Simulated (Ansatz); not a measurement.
# ScCo (Pm-3m): Grüneisen parameters

Does ScCo (Pm-3m) expand much on heating, by its phonons?

Method: DFT PBEsol, scalar-relativistic, plane waves, PAW; PAW set soft_1, in Ansatz 0.2.0.

### 1. Starting point

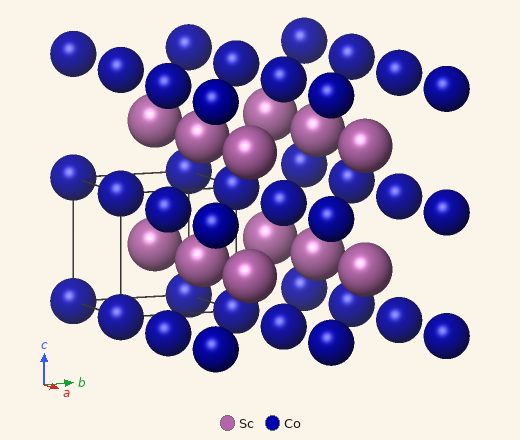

Start, viewed slightly off an axis; scandium purple, cobalt blue. 3×2×2 cells are drawn. Some periodic images of atoms are drawn too.

### 2. Response at finite wavevector

The cell comes from relaxations at this level that are not shown. Stability and thermal properties need the whole zone. Linear response on a 4×4×4 q mesh gives force constants as far as a supercell of that size would.

input.yaml reads:

```yaml
crystal:
  lattice:
    - [3.0716497129, 0.0, 0.0]
    - [0.0, 3.0716497129, 0.0]
    - [0.0, 0.0, 3.0716497129]
  atoms:
    - { symbol: Sc, position: [0.5, 0.5, 0.5] }
    - { symbol: Co, position: [0.0, 0.0, 0.0] }
kpoints:
  mp_grid: { grid: [16, 16, 16] }
hamiltonian:
  xc: pbesol
  pseudopotentials: { kind: paw, azcp: { folder: soft_1 }, xc_functional: pbe }
scf:
  occupations: { method: methfessel_paxton, width: 0.2 }
output:
  eigenvalues: true
phonons:
  method: dfpt
  qmesh: [4, 4, 4]
  temperatures: { t_max: 1000, t_step: 50 }
  qpath:
    path:
      - [[0.0, 0.0, 0.0], [0.0, 0.5, 0.0], [0.5, 0.5, 0.0], [0.0, 0.0, 0.0], [0.5, 0.5, 0.5], [0.0, 0.5, 0.0]]
      - [[0.5, 0.5, 0.5], [0.5, 0.5, 0.0]]
    npoints: 10
```

On the command line:

```
> ansatz run input.yaml --threads 4 --pin off --max-ram 10240MiB --backend cpu --events-out ev --progress --plain --runs-dir out
```

Numbers of over 12 decimals in the logs are rounded to 6 here.

Output:

```text
Engine: ansatz 0.2.0, aarch64-unknown-linux-gnu
Pseudopotentials: kind: paw
Pseudopotential: Sc, paw, valence charge 11, recommended cutoff 420 eV (normal), soft_1/Sc.paw.azcp
Pseudopotential: Co, paw, valence charge 17, recommended cutoff 420 eV (normal), soft_1/Co.paw.azcp
Functional definition: PBEsol
  exchange = pbesol_x
  correlation = pbesol_c
Crystal: 2 atoms, lattice volume = 28.981 Å³
Basis set: ecut = 420 eV, 587 PW (Γ), exchange–correlation on 48×48×48 points (8 copies of the dense FFT grid, shifted against one another)
Bands: 18, of which v1, the nominal top of the filled ones, is band 14 counted from 1 (13 counted from 0)
Symmetry: 48 space group operations
k-points: 165 of 4096
Non-local potential: Sc, projectors of the file, l = 0: 3, l = 1: 2, l = 2: 3, l = 3: 1
Non-local potential: Co, projectors of the file, l = 0: 3, l = 1: 2, l = 2: 3, l = 3: 1
PAW form: soft (Blöchl's): semilocal exchange-correlation on the pseudo side does not see the compensation charge
PAW frozen core: Sc, regenerated for the run's functional, and the local potential with it (the file was generated under x = pbe(κ = 0.804, μ = 0.219515), c = pbe(β = 0.066725))
PAW frozen core: Co, regenerated for the run's functional, and the local potential with it (the file was generated under x = pbe(κ = 0.804, μ = 0.219515), c = pbe(β = 0.066725))
PAW one-centre angular grid: Sc, 590 points (default); XC on 64 Gauss nodes
PAW one-centre angular grid: Co, 590 points (default); XC on 64 Gauss nodes
Initial density: superposition of atomic densities (chi_scale 0.1, normalization cell, long waves kept (reshape's long-wave potential 0.00 eV rms))
Initial wavefunctions: pseudopotential atomic-orbital guess
Functional: x = pbesol(κ = 0.804, μ = 0.123457), c = pbesol(β = 0.046)
SCF iter   1: F=—  HF=-7205.241525 eV  |F-HF|=—  |Δ(HF+E_count)|=         —  Δρ=9.91e-2  dr2=1.93e0  ethr=3.10e-3  ⟨swp⟩=3.7  Hψ=10746  notcnv=0
preconditioner: auto → none  [metal: Δε(μ)=0.033 eV  Ē_g=12.494 eV  σ=0.200 eV  W_gap=0.14  n_scr=6 (ndim 8)  ℏωp=29.3 eV  f_vac=0.000  D(μ)=0.77/eV (n_scr^D=6)  sad-step TF]
SCF iter   2: F=—  HF=-7205.088056 eV  |F-HF|=—  |Δ(HF+E_count)|=   1.53e-1  S|Δr|=    0.00e0  Δρ=2.39e-2  dr2=1.21e-1  ethr=3.10e-3  ⟨swp⟩=2.1  Hψ=4927  notcnv=0
SCF iter   3: F=—  HF=-7205.090969 eV  |F-HF|=—  |Δ(HF+E_count)|=   2.91e-3  S|Δr|=    0.00e0  Δρ=1.76e-2  dr2=6.04e-2  ethr=4.33e-4  ⟨swp⟩=2.0  Hψ=4510  notcnv=0
SCF iter   4: F=—  HF=-7205.094089 eV  |F-HF|=—  |Δ(HF+E_count)|=   3.12e-3  S|Δr|=    0.00e0  Δρ=3.43e-3  dr2=2.18e-3  ethr=2.16e-4  ⟨swp⟩=2.1  Hψ=3921  notcnv=0
SCF iter   5: F=—  HF=-7205.093625 eV  |F-HF|=—  |Δ(HF+E_count)|=   4.64e-4  S|Δr|=    0.00e0  Δρ=3.74e-4  dr2=3.38e-5  ethr=7.79e-6  ⟨swp⟩=2.2  Hψ=4597  notcnv=0
SCF iter   6: F=—  HF=-7205.093612 eV  |F-HF|=—  |Δ(HF+E_count)|=   1.27e-5  S|Δr|=    0.00e0  Δρ=2.56e-5  dr2=2.33e-7  ethr=1.21e-7  ⟨swp⟩=2.9  Hψ=5541  notcnv=0
SCF iter   7: F=—  HF=-7205.093611 eV  |F-HF|=—  |Δ(HF+E_count)|=   1.62e-6  S|Δr|=    0.00e0  Δρ=3.79e-6  dr2=1.49e-9  ethr=8.33e-10  ⟨swp⟩=2.2  Hψ=3989  notcnv=0
SCF iter   8: F=—  HF=-7205.093611 eV  |F-HF|=—  |Δ(HF+E_count)|=  1.22e-10  S|Δr|=    0.00e0  Δρ=8.78e-7  dr2=2.52e-10  ethr=5.33e-12  ⟨swp⟩=1.3  Hψ=3370  notcnv=0
SCF iter   9: F=-7205.093611 eV  HF=-7205.093611 eV  |F-HF|=1.82e-12  |Δ(HF+E_count)|=  2.09e-11  S|Δr|=    0.00e0  Δρ=8.84e-8  dr2=2.71e-12  ethr=1.00e-12  ⟨swp⟩=3.9  Hψ=12314  notcnv=0
SCF 1 converged in 9 iterations: F = -7205.093611 eV  dr2 = 2.71e-12
  greatest PAW one-centre occupation: 1.000 electrons in one spin orbital (limit 2), on the Co atom at site 1 (counted from 0), in its partial waves of l = 1
Initial density: read from a saved state, or passed on in memory by an earlier SCF of this step, an earlier step, the calling program or the single point that the run made first
iter 1 solved again at ethr=2.65e-9 eV; its pass at ethr=3.10e-3 eV (dr2=7.43e-7 eV) is discarded
SCF iter   1: F=—  HF=-7205.093611 eV  |F-HF|=—  |Δ(HF+E_count)|=         —  Δρ=7.20e-7  dr2=1.27e-10  ethr=2.65e-9  ⟨swp⟩=3.2  Hψ=20673  notcnv=0
preconditioner: auto → none  [metal: Δε(μ)=0.025 eV  Ē_g=12.498 eV  σ=0.200 eV  W_gap=0.11  n_scr=6 (ndim 8)  ℏωp=29.3 eV  f_vac=0.000  D(μ)=1.00/eV (n_scr^D=6)]
SCF iter   2: F=—  HF=-7205.093611 eV  |F-HF|=—  |Δ(HF+E_count)|=  8.16e-10  S|Δr|=    0.00e0  Δρ=5.91e-7  dr2=8.30e-11  ethr=1.00e-12  ⟨swp⟩=2.2  Hψ=5072  notcnv=0
SCF iter   3: F=—  HF=-7205.093611 eV  |F-HF|=—  |Δ(HF+E_count)|=  1.82e-12  S|Δr|=    0.00e0  Δρ=3.44e-7  dr2=3.04e-11  ethr=1.00e-12  ⟨swp⟩=1.0  Hψ=2970  notcnv=0
SCF iter   4: F=—  HF=-7205.093611 eV  |F-HF|=—  |Δ(HF+E_count)|=  2.73e-12  S|Δr|=    0.00e0  Δρ=2.81e-7  dr2=2.06e-11  ethr=1.00e-12  ⟨swp⟩=1.0  Hψ=2970  notcnv=0
SCF iter   5: F=-7205.093611 eV  HF=-7205.093611 eV  |F-HF|=6.37e-12  |Δ(HF+E_count)|=  9.09e-13  S|Δr|=    0.00e0  Δρ=1.75e-7  dr2=8.22e-12  ethr=1.00e-12  ⟨swp⟩=1.0  Hψ=6600  notcnv=0
SCF 2 converged in 5 iterations: F = -7205.093611 eV  dr2 = 8.22e-12
phonons: the bands overlap, so this run is a metal and interpolates without the dipole-dipole term. If the crystal is really an insulator or semiconductor, its LO-TO splitting is missing
NSCF: frozen V_eff on 165 k-points
NSCF: frozen V_eff on 405 k-points
DFPT response loops at q = (0, 0, 0) (fractional): preconditioner auto → Kerker (q_TF=auto, 2.713 Å⁻¹) (partly filled bands, converged f_vac=0.000); β = 1.00, the filter's whole step (`scf.mixing.beta` (0.50) is not read by the response loops under this deck's `scf.mixing.preconditioner`; to damp them name `kerker` or `kerker_dos`, under which they read `scf.mixing.beta`, and type it under 1.00, their step now; both keys bind the ground state too); Broyden in place of MSR1
NSCF: frozen V_eff on 2592 k-points
DFPT response loops at q = (0, 0, 0.25) (fractional): mixed as the last ones told, above
NSCF: frozen V_eff on 1458 k-points
DFPT response loops at q = (0, 0, -0.5) (fractional): mixed as the last ones told, above
NSCF: frozen V_eff on 4608 k-points
DFPT response loops at q = (0, 0.25, 0.25) (fractional): mixed as the last ones told, above
NSCF: frozen V_eff on 2592 k-points
DFPT response loops at q = (0, 0.25, -0.5) (fractional): mixed as the last ones told, above
NSCF: frozen V_eff on 1458 k-points
DFPT response loops at q = (0, -0.5, -0.5) (fractional): mixed as the last ones told, above
NSCF: frozen V_eff on 4352 k-points
DFPT response loops at q = (0.25, 0.25, 0.25) (fractional): mixed as the last ones told, above
NSCF: frozen V_eff on 4608 k-points
DFPT response loops at q = (0.25, 0.25, -0.5) (fractional): mixed as the last ones told, above
NSCF: frozen V_eff on 2592 k-points
DFPT response loops at q = (0.25, -0.5, -0.5) (fractional): mixed as the last ones told, above
NSCF: frozen V_eff on 810 k-points
DFPT response loops at q = (-0.5, -0.5, -0.5) (fractional): mixed as the last ones told, above
SCF converged after 9 iterations
Stability not checked: this state was not tested for a lower state beside it, because cold or Methfessel-Paxton smearing, or corrected tetrahedra, fill the levels in a way that the test cannot read (fill_not_monotonic; see scf.lower_state_search)
Free energy (F): -7205.093611 eV
Harris-Foulkes:  -7205.093611 eV  (|F-HF|=1.82e-12)
Internal energy: -7205.093800 eV  (E = F + TS)
E sigma→0 (E₀):  -7205.093658 eV
Entropy (-TS):   0.000190 eV (0.095 meV/atom)
Fermi energy:    14.810148 eV
--- Per-component energies (eV) ---
  E_band       = -402.319346
  E_kinetic    = 505.270885
  E_local      = -3819.538774  (includes V_loc(G=0)·N_el)
  E_nonlocal   = 581.675885
  E_hartree    = 1643.428860
  E_xc         = -178.109741
  E_vxc        = -225.311066  (∫ρ·V_xc dr)
  E_paw        = -2508.419186  (= ΣΔE_a)
  E_vpaw       = -731.274079  (= ΣTr[D̂ρ^β])
  E_aug_tail   = 0.000018  (compensation charges beyond the density's cutoff)
  E_ewald      = -3429.719191
  E_core_change = 0.317445  (= ΣΔE_core)
  E_smearing   = 0.000190  (= −TS)
  E_closure    = -0.000000  (closes the sum)
  Σ components = -7205.093611   (vs F -7205.093611, Δ=0.00e0)
--- Band table (eV; the first three rows and the last of 165) ---
  k-point 0: bands = [... 10 lower, 11.8134, 13.9095, 13.9095, 13.9095, 16.7114, 16.7114, 19.4359, 19.4359]
  k-point 1: bands = [... 10 lower, 11.8475, 13.9029, 13.9029, 13.9196, 16.6765, 16.7218, 19.2832, 19.2832]
  k-point 2: bands = [... 10 lower, 11.9431, 13.8844, 13.8844, 13.9485, 16.5740, 16.7384, 18.9054, 18.9054]
  k-point 164: bands = [... 10 lower, 13.0636, 13.6780, 13.6780, 13.6780, 14.5542, 14.5542, 20.1451, 20.1451]
--- Phonons (Γ-DFPT): 2 representative perturbations + reference (Σ response iterations 6) ---
  ASR residual: 4.741e-5 → 0.000e0 eV/Å²; symmetrization residual: 5.353e-7 eV/Å²
  ASR residual per site (eV/Å²): 4.74e-5 2.14e-5
  Γ frequencies (cm⁻¹): 0.00 0.00 0.00 222.09 222.09 222.09
--- Phonons (arbitrary-q DFPT): 10 irreducible q on the 4×4×4 mesh ---
  q = [0.0000, 0.0000, 0.0000] (star 1, of the zone-centre solve; hermiticity 2.31e-7, symmetrization 1.93e-12): -0.00 -0.00 0.00 222.09 222.09 222.09
  q = [0.0000, 0.0000, 0.2500] (star 6, 4 solved perturbations in 4032 linear systems a pass and spin channel, the states on 1296 of 4096 k-point pairs; hermiticity 1.78e-7, symmetrization 3.11e-13): 83.33 83.33 139.25 207.20 207.20 282.12
  q = [0.0000, 0.0000, -0.5000] (star 3, 4 solved perturbations in 2268 linear systems a pass and spin channel, the states on 729 of 4096 k-point pairs; hermiticity 5.10e-14, symmetrization 6.71e-13): 143.92 143.92 175.05 175.05 185.43 321.05
  q = [0.0000, 0.2500, 0.2500] (star 12, 4 solved perturbations in 7056 linear systems a pass and spin channel, the states on 2304 of 4096 k-point pairs; hermiticity 1.57e-6, symmetrization 4.42e-13): 111.96 112.86 176.36 197.59 249.60 254.88
  q = [0.0000, 0.2500, -0.5000] (star 12, 6 solved perturbations on 1296 of 4096 k-point pairs; hermiticity 4.39e-7, symmetrization 4.58e-14): 142.85 156.43 162.05 185.40 234.65 301.74
  q = [0.0000, -0.5000, -0.5000] (star 3, 4 solved perturbations in 2268 linear systems a pass and spin channel, the states on 729 of 4096 k-point pairs; hermiticity 1.85e-7, symmetrization 3.66e-13): 140.13 151.61 151.61 195.36 282.74 282.74
  q = [0.2500, 0.2500, 0.2500] (star 8, 2 solved perturbations on 2176 of 4096 k-point pairs; hermiticity 5.07e-7, symmetrization 7.45e-13): 140.46 140.46 184.81 239.44 239.44 242.80
  q = [0.2500, 0.2500, -0.5000] (star 12, 4 solved perturbations in 7056 linear systems a pass and spin channel, the states on 2304 of 4096 k-point pairs; hermiticity 2.39e-7, symmetrization 7.48e-13): 157.44 170.22 177.91 220.01 234.00 291.12
  q = [0.2500, -0.5000, -0.5000] (star 6, 4 solved perturbations in 4032 linear systems a pass and spin channel, the states on 1296 of 4096 k-point pairs; hermiticity 1.64e-7, symmetrization 1.12e-13): 166.25 166.25 187.79 223.50 282.04 282.04
  q = [-0.5000, -0.5000, -0.5000] (star 1, 2 solved perturbations on 405 of 4096 k-point pairs; hermiticity 5.31e-14, symmetrization 8.44e-13): 183.32 183.32 183.32 281.71 281.71 281.71
  sum rule: each row above includes the acoustic sum rule's correction from the zone centre's row sums; it moved no ω² by more than (0.54 cm⁻¹)²
  mesh force constants: q→R imaginary residual 1.30e-18; ASR residual 4.741e-5 → 0.000e0 eV/Å²; symmetrization residual 8.882e-15 eV/Å²
  interpolated dispersion: 62 rows × 6 modes
  density of states and harmonic sums: on the 20×20×20 q-mesh, interpolated from the force constants of a 4×4×4 supercell (no non-analytic term)
  largest difference from the sums on the solved wave vectors: F 1.08e-2 eV, S 1.48e-5 and C_V 4.01e-6 eV/K
  zero-point energy: 0.072693 eV/cell   skipped modes (ω ≤ 0): 3   left out of the sums: 6.25e-5 of the cell's modes: C_V's classical limit lies that fraction below 3 k_B per atom; for a crystal, a wire or a layer, F and S can be off by more, and a phonons.interpolated_qmesh denser along its periods is the remedy for the sampling
```

The job ended after 7.4 min (4 threads of Arm Neoverse V2, shared host; peak memory 3.2 GiB).

In the SCF lines HF is the Harris–Foulkes energy and dr2 the Hartree energy of the density residual, in eV; the loop may stop once dr2 is under the threshold and the program's other checks hold. Hψ counts applications of the Hamiltonian.

This step gave:

```yaml
volume_per_atom: 14.49 Å³
gap_on_the_k_mesh: 0 eV
sum_rule_residual_before_enforcement: 4.74e-5 eV/Å²
lowest_frequency_on_the_path: 0 cm⁻¹
point_group: m-3m
highest_frequency_on_the_path_or_at_a_solved_wavevector: 321.1 cm⁻¹
mean_frequency: 195.4 cm⁻¹
debye_temperature_second_moment: 378 K
logarithmic_mean_frequency: 186.1 cm⁻¹
highest_optical_mode_at_the_zone_centre_no_lo_to_term: 222.1 cm⁻¹
lowest_optical_zone_centre_mode: 222.1 cm⁻¹
lowest_mode_on_the_q_mesh_acoustic_modes_at_gamma_apart: 83.33 cm⁻¹
zero_point_energy_per_atom: 36.35 meV
heat_capacity_at_300_k: 23.07 J/(mol atoms K)
vibrational_entropy_at_300_k: 28.73 J/(mol atoms K)
```

Frequencies (cm⁻¹) solved at each irreducible wavevector; negative means imaginary. Frequencies by wavevector, by row:

| q in reciprocal lattice units | star | mode 1 | mode 2 | mode 3 | mode 4 | mode 5 | mode 6 |
| --- | --- | --- | --- | --- | --- | --- | --- |
| 0 0 0 | 1 | 0 | 0 | 0 | 222.1 | 222.1 | 222.1 |
| 0 0 0.25 | 6 | 83.3 | 83.3 | 139.2 | 207.2 | 207.2 | 282.1 |
| 0 0 -0.5 | 3 | 143.9 | 143.9 | 175.1 | 175.1 | 185.4 | 321.1 |
| 0 0.25 0.25 | 12 | 112 | 112.9 | 176.4 | 197.6 | 249.6 | 254.9 |
| 0 0.25 -0.5 | 12 | 142.8 | 156.4 | 162.1 | 185.4 | 234.7 | 301.7 |
| 0 -0.5 -0.5 | 3 | 140.1 | 151.6 | 151.6 | 195.4 | 282.7 | 282.7 |
| 0.25 0.25 0.25 | 8 | 140.5 | 140.5 | 184.8 | 239.4 | 239.4 | 242.8 |
| 0.25 0.25 -0.5 | 12 | 157.4 | 170.2 | 177.9 | 220 | 234 | 291.1 |
| 0.25 -0.5 -0.5 | 6 | 166.2 | 166.2 | 187.8 | 223.5 | 282 | 282 |
| -0.5 -0.5 -0.5 | 1 | 183.3 | 183.3 | 183.3 | 281.7 | 281.7 | 281.7 |

Symmetry leaves 10 wavevectors to solve. The lowest mode among them, the acoustic zeros apart, lies at q = (0, 0, 0.25) and is real, 83.3 cm⁻¹.

### 3. Relaxing at another volume, volume ratio 0.97

The volume is scaled by 0.97 and held; symmetry leaves nothing to relax, so this is a single point. The modes can then be followed against volume.

input.yaml, the sections that differ from step 2:

```yaml
crystal:
  lattice:
    - [3.0406208267, 0.0, 0.0]
    - [0.0, 3.0406208267, 0.0]
    - [0.0, 0.0, 3.0406208267]
  atoms:
    - { symbol: Sc, position: [0.5, 0.5, 0.5] }
    - { symbol: Co, position: [0.0, 0.0, 0.0] }
output:
  forces: true
  stress: true
  eigenvalues: true
# kpoints, hamiltonian, scf: as in step 2
# phonons: removed
```

Output:

```text
[...]
Crystal: 2 atoms, lattice volume = 28.112 Å³
Basis set: ecut = 420 eV, 515 PW (Γ), exchange–correlation on 48×48×48 points (8 copies of the dense FFT grid, shifted against one another)
Bands: 18, of which v1, the nominal top of the filled ones, is band 14 counted from 1 (13 counted from 0)
Symmetry: 48 space group operations
[...]
k-points: 165 of 4096
[...]
--- Band table (eV; the first three rows and the last of 165) ---
  k-point 0: bands = [... 10 lower, 12.2169, 14.4090, 14.4090, 14.4090, 17.2972, 17.2972, 20.1192, 20.1192]
  k-point 1: bands = [... 10 lower, 12.2536, 14.4022, 14.4022, 14.4195, 17.2603, 17.3090, 19.9595, 19.9595]
  k-point 2: bands = [... 10 lower, 12.3564, 14.3836, 14.3836, 14.4497, 17.1517, 17.3295, 19.5651, 19.5651]
  k-point 164: bands = [... 10 lower, 13.5552, 14.1504, 14.1504, 14.1504, 15.0882, 15.0882, 20.8542, 20.8542]
[key lines of the parts left out:]
SCF converged after 7 iterations
Free energy (F): -7205.082221 eV
Fermi energy:    15.363802 eV
P = ⅓ Tr σ = 4.3037 GPa (43.037 kbar)
```

Elapsed: 1.1 s, on 4 threads; peak memory 0.38 GiB; 3.9 s of CPU time.

Numbers from this step:

```
pressure        : 4.304 GPa
volume per atom : 14.06 Å³
```

The run ends at a pressure of 4.30 GPa.

### 4. Phonons at the other volume, volume ratio 0.97

The phonons are repeated at this volume on the same k and q meshes.

Edit input.yaml of step 3 so:

```diff
@@ -16,4 +16,11 @@
 output:
-  forces: true
-  stress: true
   eigenvalues: true
+phonons:
+  method: dfpt
+  qmesh: [4, 4, 4]
+  temperatures: { t_max: 1000, t_step: 50 }
+  qpath:
+    path:
+      - [[0.0, 0.0, 0.0], [0.0, 0.5, 0.0], [0.5, 0.5, 0.0], [0.0, 0.0, 0.0], [0.5, 0.5, 0.5], [0.0, 0.5, 0.0]]
+      - [[0.5, 0.5, 0.5], [0.5, 0.5, 0.0]]
+    npoints: 10
```

Output:

```text
[...]
Crystal: 2 atoms, lattice volume = 28.112 Å³
Basis set: ecut = 420 eV, 515 PW (Γ), exchange–correlation on 48×48×48 points (8 copies of the dense FFT grid, shifted against one another)
Bands: 18, of which v1, the nominal top of the filled ones, is band 14 counted from 1 (13 counted from 0)
Symmetry: 48 space group operations
k-points: 165 of 4096
[...]
SCF iter   1: F=—  HF=-7205.246252 eV  |F-HF|=—  |Δ(HF+E_count)|=         —  Δρ=1.06e-1  dr2=2.14e0  ethr=3.10e-3  ⟨swp⟩=3.7  Hψ=10765  notcnv=0
[...]
SCF iter   9: F=-7205.082221 eV  HF=-7205.082221 eV  |F-HF|=9.09e-13  |Δ(HF+E_count)|=  1.64e-11  S|Δr|=    0.00e0  Δρ=5.27e-8  dr2=9.37e-13  ethr=1.00e-12  ⟨swp⟩=3.7  Hψ=11861  notcnv=0
the search or the solves at the SCF's close seem to have found levels that the self-consistency loop had missed (the run counts 1). By its estimate they hold under 1e-12 electrons; where the run keeps them, the occupations were computed again with them
SCF 1 converged in 9 iterations: F = -7205.082221 eV  dr2 = 9.37e-13
[...]
SCF iter   5: F=-7205.082221 eV  HF=-7205.082221 eV  |F-HF|=1.82e-12  |Δ(HF+E_count)|=  9.09e-13  S|Δr|=    0.00e0  Δρ=1.23e-7  dr2=3.89e-12  ethr=1.00e-12  ⟨swp⟩=2.0  Hψ=4332  notcnv=0
SCF 2 converged in 5 iterations: F = -7205.082221 eV  dr2 = 3.89e-12
[...]
NSCF: frozen V_eff on 165 k-points
[...]
SCF converged after 9 iterations
[...]
Free energy (F): -7205.082221 eV
[...]
Internal energy: -7205.082377 eV  (E = F + TS)
E sigma→0 (E₀):  -7205.082260 eV
Entropy (-TS):   0.000156 eV (0.078 meV/atom)
Fermi energy:    15.363808 eV
[...]
--- Band table (eV; the first three rows and the last of 165) ---
  k-point 0: bands = [... 10 lower, 12.2169, 14.4090, 14.4090, 14.4090, 17.2972, 17.2972, 20.1192, 20.1192]
  k-point 1: bands = [... 10 lower, 12.2536, 14.4023, 14.4023, 14.4195, 17.2603, 17.3090, 19.9595, 19.9595]
  k-point 2: bands = [... 10 lower, 12.3564, 14.3836, 14.3836, 14.4498, 17.1517, 17.3295, 19.5651, 19.5651]
  k-point 164: bands = [... 10 lower, 13.5552, 14.1504, 14.1504, 14.1504, 15.0882, 15.0882, 20.8543, 20.8543]
[...]
ASR residual: 3.137e-5 → 0.000e0 eV/Å²; symmetrization residual: 1.155e-6 eV/Å²
  ASR residual per site (eV/Å²): 3.14e-5 7.05e-6
  Γ frequencies (cm⁻¹): 0.00 0.00 0.00 233.37 233.37 233.37
--- Phonons (arbitrary-q DFPT): 10 irreducible q on the 4×4×4 mesh ---
[...]
interpolated dispersion: 62 rows × 6 modes
[...]
```

Elapsed: 7.3 min, on 4 threads; peak memory 3.2 GiB.

Numbers from this step:

```yaml
sum_rule_residual_before_enforcement: 3.14e-5 eV/Å²
highest_frequency_on_the_path_or_at_a_solved_wavevector: 333.5 cm⁻¹
mean_frequency: 203.9 cm⁻¹
debye_temperature_second_moment: 395 K
logarithmic_mean_frequency: 194 cm⁻¹
highest_optical_mode_at_the_zone_centre_no_lo_to_term: 233.4 cm⁻¹
lowest_optical_zone_centre_mode: 233.4 cm⁻¹
lowest_mode_on_the_q_mesh_acoustic_modes_at_gamma_apart: 86.55 cm⁻¹
zero_point_energy_per_atom: 37.91 meV
heat_capacity_at_300_k: 22.92 J/(mol atoms K)
vibrational_entropy_at_300_k: 27.79 J/(mol atoms K)
```

Frequencies (cm⁻¹) solved at each irreducible wavevector; negative means imaginary. Frequencies by wavevector, by row:

| q in reciprocal lattice units | star | mode 1 | mode 2 | mode 3 | mode 4 | mode 5 | mode 6 |
| --- | --- | --- | --- | --- | --- | --- | --- |
| 0 0 0 | 1 | 0 | 0 | 0 | 233.4 | 233.4 | 233.4 |
| 0 0 0.25 | 6 | 86.5 | 86.5 | 145.4 | 217.1 | 217.1 | 294.1 |
| 0 0 -0.5 | 3 | 150.2 | 150.2 | 181.8 | 181.8 | 194.3 | 333.5 |
| 0 0.25 0.25 | 12 | 114.9 | 117.4 | 184.7 | 206.4 | 263 | 264.9 |
| 0 0.25 -0.5 | 12 | 149.5 | 161.3 | 168.4 | 192.2 | 247.2 | 315.1 |
| 0 -0.5 -0.5 | 3 | 147 | 156.8 | 156.8 | 201.8 | 297.1 | 297.1 |
| 0.25 0.25 0.25 | 8 | 145.4 | 145.4 | 192.2 | 251.1 | 251.1 | 253.5 |
| 0.25 0.25 -0.5 | 12 | 162.8 | 176.4 | 186.2 | 228.1 | 246.7 | 304.1 |
| 0.25 -0.5 -0.5 | 6 | 173.4 | 173.4 | 195.9 | 232.1 | 294.6 | 294.6 |
| -0.5 -0.5 -0.5 | 1 | 192.8 | 192.8 | 192.8 | 291.8 | 291.8 | 291.8 |

The highest optical mode at the zone centre (no LO-TO term) is 233.4 cm⁻¹, +11.3 cm⁻¹ against the base run.

[end of part 1 of 2]

[Logs are printed without paths, hosts, clocks, repeated set-up lines and the standing remarks that a program may print on its own settings, such as how far it seeks lower states.]

[Hosts, paths, dates, database ids (printed as entryN), source tags and the programs' standing remarks are cut or masked in the printed files.]
